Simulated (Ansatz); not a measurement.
**Ba2ClF3 (P-3m1): the dielectric response by several routes**

How strongly does Ba2ClF3 (P-3m1) screen? Routes: perturbation theory, a sum over states and the RPA step of G0W0.

Main program and level: Ansatz 0.2.0; linear response on LDA, plane waves, PAW.

## 1. The starting structure

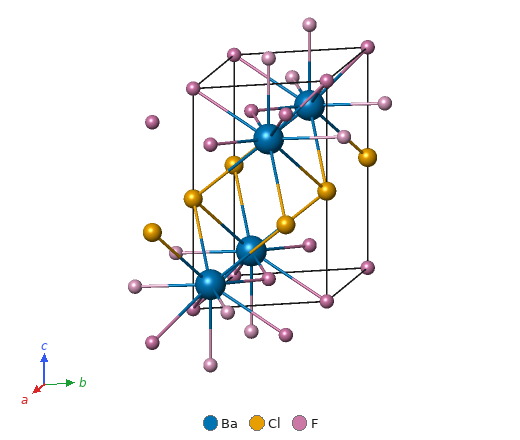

The cell as given, slightly off an axis (barium blue, chlorine orange, fluorine pink). 2×1×1 cells are drawn. Bonds to atoms that aren't drawn are left out. Some periodic images of atoms are drawn too.

The cell and positions are those that the Materials Project relaxed with its own functionals (PBE, PBE+U or r2SCAN), kept fixed. Spin-orbit coupling is left out unless a step names it. The default PAW set here is soft_2. Its files were made with PBE.

## 2. Response to a homogeneous field

ε∞ sets how strongly the crystal screens. Perturbation theory gives it with local fields and without a sum over empty bands.

This step: dielectric response by perturbation theory, LDA, plane waves, PAW.

Contents of input.yaml:

```yaml
crystal:
  lattice:
    - [4.4976579259, 0.0, 0.0]
    - [-2.248828963, 3.8950860214, 0.0]
    - [0.0, 0.0, 7.500756]
  atoms:
    - { symbol: Ba, position: [0.66666667, 0.33333333, 0.201239] }
    - { symbol: Ba, position: [0.33333333, 0.66666667, 0.798761] }
    - { symbol: Cl, position: [0.0, 0.0, 0.5] }
    - { symbol: F, position: [0.0, 0.0, 0.0] }
    - { symbol: F, position: [0.66666667, 0.33333333, 0.835733] }
    - { symbol: F, position: [0.33333333, 0.66666667, 0.164267] }
kpoints:
  mp_grid: { grid: [6, 6, 4] }
hamiltonian:
  xc: lda
scf:
  occupations: { method: fixed }
dielectric: {}
```

The run is started by

```
$ ansatz run input.yaml --threads 8 --pin off --max-ram 18432MiB --backend cpu --events-out ev --progress --plain --runs-dir out
```

Numbers of over 12 decimals in the logs are rounded to 6 here.

The program printed:

```text
Engine: ansatz 0.2.0, aarch64-unknown-linux-gnu
Pseudopotentials: kind: paw
Pseudopotential: Ba, paw, valence charge 10, recommended cutoff 420 eV (normal), Ba.paw.azcp
Pseudopotential: Cl, paw, valence charge 7, recommended cutoff 420 eV (normal), Cl.paw.azcp
Pseudopotential: F, paw, valence charge 7, recommended cutoff 420 eV (normal), F.paw.azcp
Functional definition: SPW92
  exchange = slater_x
  correlation = pw_c
Crystal: 6 atoms, lattice volume = 131.404 Å³
Basis set: ecut = 420 eV, 2575 PW (Γ), exchange–correlation on 64×64×108 points (8 copies of the dense FFT grid, shifted against one another)
Bands: 30, of which v1, the nominal top of the filled ones, is band 24 counted from 1 (23 counted from 0)
Symmetry: 12 space group operations
k-points: 47 of 144 (irreducible under 2 space group operations, time reversal used)
Non-local potential: Ba, projectors of the file, l = 0: 3, l = 1: 2, l = 2: 2, l = 3: 2
Non-local potential: Cl, projectors of the file, l = 0: 2, l = 1: 2, l = 2: 2
Non-local potential: F, projectors of the file, l = 0: 2, l = 1: 2, l = 2: 1
PAW form: soft (Blöchl's): semilocal exchange-correlation on the pseudo side does not see the compensation charge
PAW frozen core: Ba, regenerated for the run's functional, and the local potential with it (the file was generated under x = pbe(κ = 0.804, μ = 0.219515), c = pbe(β = 0.066725))
PAW frozen core: Cl, regenerated for the run's functional, and the local potential with it (the file was generated under x = pbe(κ = 0.804, μ = 0.219515), c = pbe(β = 0.066725))
PAW frozen core: F, regenerated for the run's functional, and the local potential with it (the file was generated under x = pbe(κ = 0.804, μ = 0.219515), c = pbe(β = 0.066725))
PAW one-centre angular grid: Ba, 194 points (default); XC on 64 Gauss nodes
PAW one-centre angular grid: Cl, 110 points (default); XC on 64 Gauss nodes
PAW one-centre angular grid: F, 110 points (default); XC on 64 Gauss nodes
Initial density: superposition of atomic densities (neutral atoms: chi_scale 0, normalization atom), corrected by the library's trained network
Initial wavefunctions: pseudopotential atomic-orbital guess
Functional: x = slater, c = lda
SCF iter   1: F=—  HF=-14997.468439 eV  |F-HF|=—  |Δ(HF+E_count)|=         —  Δρ=1.35e-2  dr2=1.84e-1  ethr=1.77e-3  ⟨swp⟩=5.0  Hψ=6018  notcnv=0  defer=139
preconditioner: auto → Resta (q_TF=auto, 2.307 Å⁻¹)  ε∞=3.5  [insulator: Δε(μ)=5.241 eV  Ē_g=13.711 eV  n_scr=22 (ndim 8)  ℏωp=21.5 eV  f_vac=0.049  ε∞_Penn≈3.5]
SCF iter   2: F=—  HF=-14997.419044 eV  |F-HF|=—  |Δ(HF+E_count)|=   4.94e-2  Δρ=4.56e-3  dr2=1.30e-2  ethr=3.83e-4  ⟨swp⟩=2.3  Hψ=2945  notcnv=0  defer=184
SCF iter   3: F=—  HF=-14997.415930 eV  |F-HF|=—  |Δ(HF+E_count)|=   3.11e-3  Δρ=1.72e-3  dr2=3.13e-3  ethr=2.71e-5  ⟨swp⟩=2.4  Hψ=2400  notcnv=0  defer=188
SCF iter   4: F=—  HF=-14997.415234 eV  |F-HF|=—  |Δ(HF+E_count)|=   6.96e-4  Δρ=5.71e-4  dr2=4.07e-4  ethr=6.51e-6  ⟨swp⟩=2.7  Hψ=1815  notcnv=0  defer=188
SCF iter   5: F=—  HF=-14997.415153 eV  |F-HF|=—  |Δ(HF+E_count)|=   8.05e-5  Δρ=2.38e-4  dr2=5.17e-5  ethr=8.47e-7  ⟨swp⟩=2.0  Hψ=2291  notcnv=0  defer=186
SCF iter   6: F=—  HF=-14997.415146 eV  |F-HF|=—  |Δ(HF+E_count)|=   6.70e-6  Δρ=5.09e-5  dr2=3.33e-6  ethr=1.08e-7  ⟨swp⟩=2.0  Hψ=2367  notcnv=0  defer=95
SCF iter   7: F=—  HF=-14997.415146 eV  |F-HF|=—  |Δ(HF+E_count)|=   2.27e-7  Δρ=1.34e-5  dr2=1.84e-7  ethr=6.93e-9  ⟨swp⟩=2.4  Hψ=2367  notcnv=0  defer=62
SCF iter   8: F=—  HF=-14997.415146 eV  |F-HF|=—  |Δ(HF+E_count)|=   1.30e-8  Δρ=2.45e-6  dr2=7.65e-9  ethr=3.84e-10  ⟨swp⟩=2.0  Hψ=2388  notcnv=0  defer=62
SCF iter   9: F=—  HF=-14997.415146 eV  |F-HF|=—  |Δ(HF+E_count)|=  9.08e-10  Δρ=2.37e-7  dr2=1.18e-10  ethr=1.59e-11  ⟨swp⟩=2.0  Hψ=2072  notcnv=0  defer=62
SCF iter  10: F=-14997.415146 eV  HF=-14997.415146 eV  |F-HF|=1.82e-12  |Δ(HF+E_count)|=  1.46e-11  Δρ=4.72e-8  dr2=5.79e-12  ethr=1.00e-12  ⟨swp⟩=10.5  Hψ=6369  notcnv=0
SCF 1 converged in 10 iterations: F = -14997.415146 eV  dr2 = 5.79e-12
  greatest PAW one-centre occupation: 0.955 electrons in one spin orbital (limit 2), on the Ba atom at site 1 (counted from 0), in its partial waves of l = 0
DFPT response loops at Γ: preconditioner auto → Resta (q_TF=auto, 2.307 Å⁻¹)  ε∞=3.3 (no band partly filled); β = 1.00, the filter's whole step (`scf.mixing.beta` (0.50) is not read by the response loops at its default; to damp them type it under 1.00, their step now; it binds the ground state too); Broyden in place of MSR1
SCF converged after 10 iterations
Free energy (F): -14997.415146 eV
Harris-Foulkes:  -14997.415146 eV  (|F-HF|=1.82e-12)
Internal energy: -14997.415146 eV  (E = F + TS)
E sigma→0 (E₀):  -14997.415146 eV
Fermi energy:    3.564035 eV
--- Per-component energies (eV) ---
  E_band       = -200.909426
  E_kinetic    = 1111.512862
  E_local      = -3046.019940  (includes V_loc(G=0)·N_el)
  E_nonlocal   = 376.408797
  E_hartree    = 1165.193219
  E_xc         = -674.992008
  E_vxc        = -697.734718  (∫ρ·V_xc dr)
  E_paw        = -11302.135657  (= ΣΔE_a)
  E_vpaw       = -275.468987  (= ΣTr[D̂ρ^β])
  E_aug_tail   = 0.006161  (compensation charges beyond the density's cutoff)
  E_ewald      = -2628.483858
  E_core_change = 1.095278  (= ΣΔE_core)
  E_smearing   = -0.000000  (= −TS)
  E_closure    = 0.000000  (closes the sum)
  Σ components = -14997.415146   (vs F -14997.415146, Δ=0.00e0)
--- Band table (eV; the first three rows and the last of 47) ---
  k-point 0: bands = [... 20 lower, 3.1357, 3.5383, 3.5383, 3.5640, 8.9764, 10.4580, 10.6378, 10.6378, ... 2 higher]
  k-point 1: bands = [... 20 lower, 3.1957, 3.3617, 3.5024, 3.5024, 9.3023, 10.6463, 10.8643, 10.8643, ... 2 higher]
  k-point 2: bands = [... 20 lower, 3.2757, 3.2757, 3.4461, 3.4461, 9.7139, 11.0327, 11.3656, 11.4280, ... 2 higher]
  k-point 46: bands = [... 20 lower, 3.1110, 3.1696, 3.2210, 3.2567, 10.3632, 10.6818, 11.1951, 11.3418, ... 2 higher]
--- Dielectric response (ions clamped): 2 representative field directions + reference, on 47 of 144 k-points (Σ response iterations 17) ---
  k mesh reduced under 2 symmetry operations, with k and −k counted as one. Each operation leaves every solved perturbation unchanged. A smaller set is not considered because the run solves the response to a homogeneous field
  ε∞ (high-frequency dielectric tensor):
        2.782884    -0.000000     0.000000
       -0.000000     2.782884     0.000000
        0.000000     0.000000     2.728114
  Born effective charges Z* (e; rows j = field, columns β = displacement):
    site 0:
         2.78469    0.00000    0.00000
        -0.00000    2.78469    0.00000
         0.00000    0.00000    2.41510
    site 1:
         2.78469    0.00000    0.00000
        -0.00000    2.78469    0.00000
         0.00000    0.00000    2.41510
    site 2:
        -1.19951   -0.00000   -0.00000
         0.00000   -1.19951   -0.00000
        -0.00000   -0.00000   -1.29876
    site 3:
        -1.38624   -0.00000   -0.00000
         0.00000   -1.38624   -0.00000
        -0.00000   -0.00000   -1.23294
    site 4:
        -1.49182   -0.00000   -0.00000
        -0.00000   -1.49182   -0.00000
        -0.00000   -0.00000   -1.14925
    site 5:
        -1.49182   -0.00000   -0.00000
        -0.00000   -1.49182   -0.00000
        -0.00000   -0.00000   -1.14925
  Z* charge neutrality: 2.190e-6 e pre-enforcement
  k-mesh period / interband length: 27.0 Å / 1.15 Å = 23.52 at k = (0.0000, 0.0000, 0.0000), direct gap 5.412 eV — 14 or more, which is no proof of convergence
```

It took 33 s on 8 threads of Arm Neoverse N1, shared host; peak memory 1 GiB.

One over ε∞ averages 0.36, above the quarter of exact exchange in PBE0, which should therefore fall short.

High-frequency dielectric tensor:

```
2.78 0.00 0.00
0.00 2.78 0.00
0.00 0.00 2.73
```

Born effective charge (e), principal values of the symmetric part by kind of site:

| atom | atoms with these values | low | middle | high | mean |
| --- | --- | --- | --- | --- | --- |
| Ba1 | 2 | 2.42 | 2.78 | 2.78 | 2.66 |
| Cl3 | 1 | -1.30 | -1.20 | -1.20 | -1.23 |
| F4 | 1 | -1.39 | -1.39 | -1.23 | -1.34 |
| F5 | 2 | -1.49 | -1.49 | -1.15 | -1.38 |

In full for F4:

```
-1.39  0.00  0.00
 0.00 -1.39  0.00
 0.00  0.00 -1.23
```

## 3. Independent-particle spectrum

The independent-particle spectrum shows where the oscillator strength lies, before excitons and local fields.

This step: independent-particle optics on LDA, plane waves, PAW.

Changes to input.yaml since step 2:

```diff
@@ -18,2 +18,4 @@
   occupations: { method: fixed }
-dielectric: {}
+  n_extra_bands: 90
+output:
+  optics: { e_range: [0, 25], de: 0.1, sigma: 0.2 }
```

The program printed:

```text
[...]
Crystal: 6 atoms, lattice volume = 131.404 Å³
Basis set: ecut = 420 eV, 2575 PW (Γ)
Bands: 114, of which v1, the nominal top of the filled ones, is band 24 counted from 1 (23 counted from 0)
[... 1 set-up line as in the run before ...]
[...]
k-points: 24 of 144
[...]
SCF iter   1: F=—  HF=-14997.469038 eV  |F-HF|=—  |Δ(HF+E_count)|=         —  Δρ=1.39e-2  dr2=1.98e-1  ethr=1.77e-3  ⟨swp⟩=4.3  Hψ=9982  notcnv=0  defer=2066
[...]
SCF iter  10: F=-14997.415143 eV  HF=-14997.415143 eV  |F-HF|=3.64e-12  |Δ(HF+E_count)|=  7.82e-11  Δρ=2.51e-8  dr2=7.59e-13  ethr=1.00e-12  ⟨swp⟩=15.5  Hψ=27146  notcnv=0
SCF 1 converged in 10 iterations: F = -14997.415143 eV  dr2 = 7.59e-13
[...]
Optics k sum: 0 of 24 k-points
Optics k sum: 2 of 24 k-points
[...]
Optics k sum: 24 of 24 k-points
SCF converged after 10 iterations
Free energy (F): -14997.415143 eV
[...]
Internal energy: -14997.415143 eV  (E = F + TS)
E sigma→0 (E₀):  -14997.415143 eV
Fermi energy:    3.564036 eV
[...]
--- Band table (eV; the first three rows and the last of 24) ---
  k-point 0: bands = [... 20 lower, 3.1357, 3.5383, 3.5383, 3.5640, 8.9764, 10.4580, 10.6378, 10.6378, ... 86 higher]
  k-point 1: bands = [... 20 lower, 3.1957, 3.3617, 3.5024, 3.5024, 9.3023, 10.6463, 10.8643, 10.8643, ... 86 higher]
  k-point 2: bands = [... 20 lower, 3.2757, 3.2757, 3.4461, 3.4461, 9.7139, 11.0327, 11.3656, 11.4280, ... 86 higher]
  k-point 23: bands = [... 20 lower, 3.1493, 3.1493, 3.2206, 3.2206, 10.8190, 11.2369, 11.2639, 11.2639, ... 86 higher]
```

Run time: 62 s. Hardware: 8 threads; peak memory 1.9 GiB; 7.1 min of CPU time.

This step gave:

```
ε∞ without local fields (xx, yy, zz)                                   : 3.008, 3.008, 2.970
electrons in the f-sum (xx, yy, zz)                                    : 35.25, 35.25, 35.28
bands in the explicit sum (the static value is completed to all bands) : 114
```

The sum gives ε∞ = 3.01 and 2.97 without local fields.

The ε₂ has structure finer than the step of the table below, so its rows give means over 1 eV, whole bins alone (the curve runs from 0 to 25 eV). Peaks (eV: height): xx=yy 7.9: 5.04, 9.1: 3.34, 11.0: 3.34, 16.5: 3.51, 17.8: 3.24; zz 7.9: 5.85, 8.8: 4.80, 16.5: 5.45.

Independent particles, no local fields, Gaussian width 0.2 eV. Table of ε₂ by photon energy; means over each step:

```csv
photon energy (eV),xx=yy,zz
4,0,0
5,0.0214,0.00977
6,0.673,0.166
7,2.37,2.13
8,3.98,4.94
9,3.12,4.16
10,2.48,2.15
11,2.91,1.44
12,1.79,1.13
13,1.17,0.971
14,1.34,1.09
15,0.848,1.31
16,2.20,3.21
17,2.90,3.85
18,3.07,2.73
19,2.47,1.62
20,1.41,1.11
21,1.17,0.993
22,0.620,0.602
23,0.487,0.612
24,0.385,0.482
```

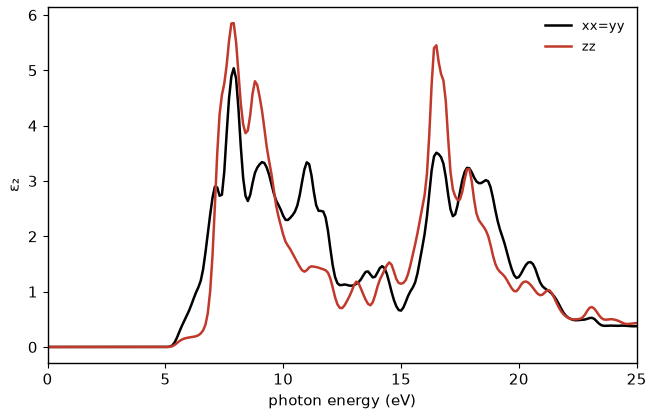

ε₂, plotted against photon energy.

The loss function has structure finer than the step of the table below, so its rows give means over 2 eV, whole bins alone (the curve runs from 0 to 25 eV). Peaks (eV: height): xx=yy 12.2: 0.751, 23.6: 2.61; zz 12.1: 0.584, 22.3: 2.00, 24.4: 2.04.

Independent particles, no local fields, Gaussian width 0.2 eV. Loss function against photon energy; means over each step:

```
photon energy (eV)   xx=yy       zz
                 4       0        0
                 6  0.0292  0.00829
                 8   0.158    0.136
                10   0.264    0.430
                12   0.486    0.420
                14   0.380    0.226
                16   0.191    0.158
                18   0.324    0.371
                20   0.578    0.808
                22    1.29     1.44
                24    2.26     1.82
```

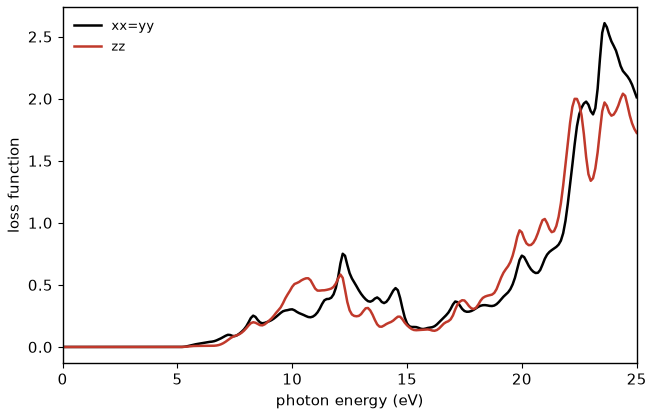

Loss function against photon energy.

## 4. RPA screening from the G0W0 run

Now the one-shot GW correction: screening in the RPA, then the self-energy of the levels asked for.

This step: G0W0 on LDA, plane waves, PAW.

input.yaml, the sections that differ from step 3:

```yaml
kpoints:
  mp_grid: { grid: [6, 6, 2] }
scf:
  occupations: { method: fixed }
gw:
  n_empty_bands: 344
  ecut_chi: 110.0
  qp_bands: [v2, c2]
  qp_kpoints: band_edges
  screening: { model: contour_deformation }
# crystal, hamiltonian: as in step 3
# output: removed
```

The program printed:

```text
[...]
Crystal: 6 atoms, lattice volume = 131.404 Å³
Basis set: ecut = 420 eV, 2575 PW (Γ)
Bands: 30, of which v1, the nominal top of the filled ones, is band 24 counted from 1 (23 counted from 0)
[... 1 set-up line as in the run before ...]
[...]
k-points: 14 of 72
[...]
1    26     11.0328    -7.9075    -3.6360   -13.1426  0.8450    12.6521    12.6318  root
[...]
13    23      3.2207   -30.5108     5.8524   -23.1413  0.7593     1.6704     1.7036  root
    13    24      3.2207   -30.5108     5.8524   -23.1413  0.7593     1.6704     1.7036  root
    13    25     10.8190    -7.1400    -3.9238   -12.7128  0.8485    12.4904    12.4680  root
    13    26     11.2370    -6.8080    -3.8656   -12.2354  0.8454    12.8197    12.7988  root
[key lines of the parts left out:]
SCF converged after 8 iterations
Free energy (F): -14997.414810 eV
Fermi energy:    3.564318 eV
```

The job ended after 6.6 min (8 threads; peak memory 2.2 GiB; 23 min of CPU time).

This step gave:

```yaml
bands_summed: 368
rpa_eps_infinity_on_this_mesh_eigenvalues: 2.623, 2.679, 2.679
plane_waves_in_the_screening_matrix: 337
g0w0_gap_on_the_mesh: 8.110 eV
k_of_the_valence_top: 0, 0, 0
k_of_the_conduction_bottom: 0, 0, 0
starting_gap_on_the_mesh: 5.412 eV
least_direct_g0w0_gap_on_the_computed_points: 8.110 eV
```

The gap on the mesh goes from 5.41 eV to 8.11 eV, a correction of +2.70 eV. Between the two edge states, bare exchange in place of the xc potential would open the gap by 10.13 eV, and correlation takes back 7.43 eV.

Mean over the mesh in bins of 0.25 1/Å. The static inverse dielectric function, diagonal by length of q+G:

| length of q+G (Å⁻¹) | static inverse dielectric function, diagonal |
| --- | --- |
| 0.27 | 0.385 |
| 0.49 | 0.413 |
| 0.74 | 0.453 |
| 1.00 | 0.503 |
| 1.27 | 0.556 |
| 1.50 | 0.602 |
| 1.74 | 0.650 |
| 2.00 | 0.697 |
| 2.25 | 0.741 |
| 2.51 | 0.779 |
| 2.75 | 0.810 |
| 3.00 | 0.838 |
| 3.25 | 0.860 |
| 3.50 | 0.880 |
| 3.75 | 0.897 |
| 4.00 | 0.913 |
| 4.26 | 0.927 |
| 4.50 | 0.939 |
| 4.75 | 0.949 |
| 5.00 | 0.958 |
| 5.25 | 0.966 |

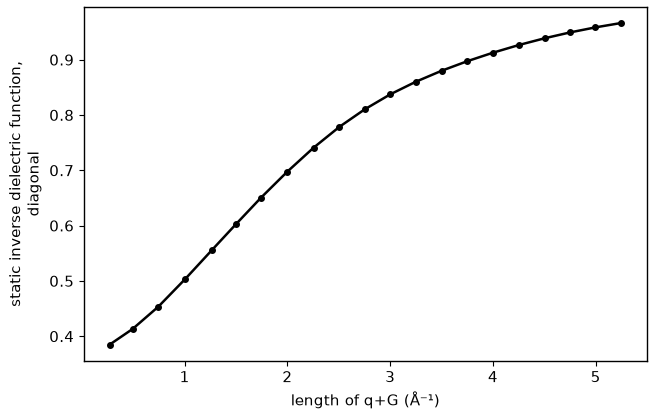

Static inverse dielectric function, diagonal against length of q+G.

## 5. The values together

Times are wall times on 8 threads of Arm Neoverse N1, shared host, good to a factor of about two.

| method | mesh | ε∞, low | middle | high | mean | time |
| --- | --- | --- | --- | --- | --- | --- |
| perturbation theory (local fields and xc kernel) | 6×6×4 | 2.73 | 2.78 | 2.78 | 2.76 | 33 s |
| sum over states (no local fields) | 6×6×4 | 2.97 | 3.01 | 3.01 | 3.00 | 62 s |
| RPA with local fields, on the GW mesh | 6×6×2 | 2.62 | 2.68 | 2.68 | 2.66 | 6.6 min |

## 6. Outcome

```json
{
  "perturbation theory (local fields and xc kernel)": "2.73, 2.78, 2.78",
  "sum over states (no local fields)": "2.97, 3.01, 3.01",
  "RPA with local fields, on the GW mesh": "2.62, 2.68, 2.68"
}
```

Mean Born effective charge: Ba1 2.66, Cl3 -1.23, F4 -1.34, F5 -1.38 e. The most distinct maxima of the ε₂ (xx=yy) lie at 7.9, 9.1, 11.0, 16.5 and 17.8 eV, the highest at 7.9 eV. Distinct peaks of the loss function (xx=yy) stand at 12.2 and 23.6 eV; the one at 23.6 eV is strongest. The sum without local fields gives 3.00 in the mean against 2.76 by perturbation theory; local fields lower ε∞ and the xc kernel gives part of it back, though the sum also carries the error of its own mesh. The RPA values on the 6×6×2 mesh average 0.96 times those of perturbation theory (means 2.66 and 2.76). Without the xc kernel RPA should lie a little lower, as the mean does. LDA usually puts the gap too low, which tends to raise ε∞. Ions are clamped, so the lattice part of the static constant is not in these numbers.

[Paths, hosts, dates, memory and timing lines, banners, echoed tables and standing remarks are left out of the program output.]

[Logs are printed without paths, hosts, clocks, repeated set-up lines and the standing remarks that a program may print on its own settings, such as how far it seeks lower states.]

[Runs of the session that timed out or met a known fault of the program may be left out.]

[Cells called generated may have been cut or substituted from an entry of the Crystallography Open Database or the Materials Project.]

[Hosts, paths, dates, database ids (printed as entryN), source tags and the programs' standing remarks are cut or masked in the printed files.]
